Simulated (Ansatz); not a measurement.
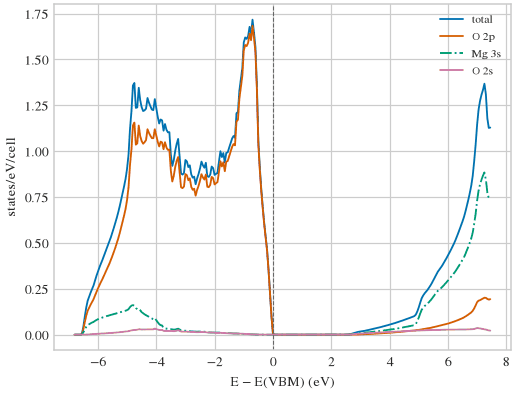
*Total and projected density of states of MgO (CsCl type, Pm-3m), plane-wave PAW PBEsol (Ansatz code)*

### Question
Which orbitals carry the states next to the gap?

### Answer
Top 1 eV of the valence band: O 2p 98 %. Bottom 1 eV of the conduction band: Mg 3s 51 %, O 2s 35 %, O 2p 12 %. Projections are on Löwdin-orthogonalised atomic valence shells; empty p or d shells of many metals are not among them.

### Question
Where is the tallest occupied peak in this window, and what makes it?

### Answer
Near -0.7 eV, about 1.7 states/eV per cell; the largest projected share is O 2p.

This is a known high-pressure phase of the composition, computed here at zero pressure and temperature. Symmetry was held in the PBEsol relaxation. At this level the phase is dynamically unstable (imaginary phonons).

Potentials: the later of the program's two PAW sets.
